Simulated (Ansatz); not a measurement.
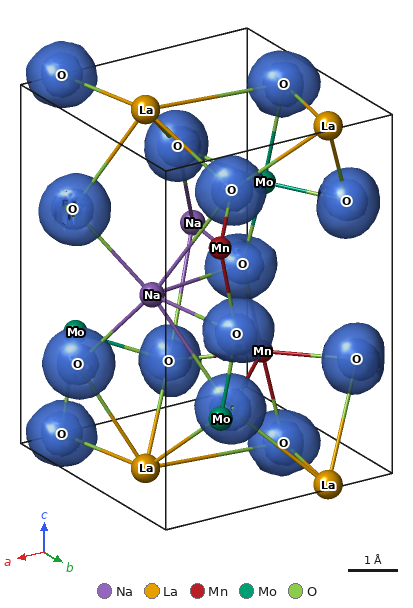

The picture shows: NaLaMnMoO6. Isosurface of the electron localisation function at 0.8 (blue), seen at an oblique angle. Only the valence region is drawn (cores and ρ < 0.01 e/Å³ removed). Sticks mark near contacts.

Space group P2₁; a generated structure, not necessarily the stable one; spin-polarised.

These are results of Kohn-Sham DFT of a periodic cell, PBE, Ansatz NC (Ansatz 0.2.0), not measurements.

Question: Identify the bonds, lone pairs and shells in this picture.

Answer: At this value the surface marks out twelve regions wrapped around O (the valence shell of each), counted in one cell of 20 atoms. Any copies at cell faces, edges or corners count once. Profiles from the grid: Mo–O (1.83 Å): the ELF peaks at about 0.80 in the valence shell of O, 0.5 Å from its nucleus, and drops to about 0.30 between the two atoms; no shared electron pair shows on this line. Mn–O (2.07 Å): the ELF peaks at about 0.85 in the valence shell of O, 0.6 Å from its nucleus, and is about 0.15 at the midpoint (no localised pair shows between them).
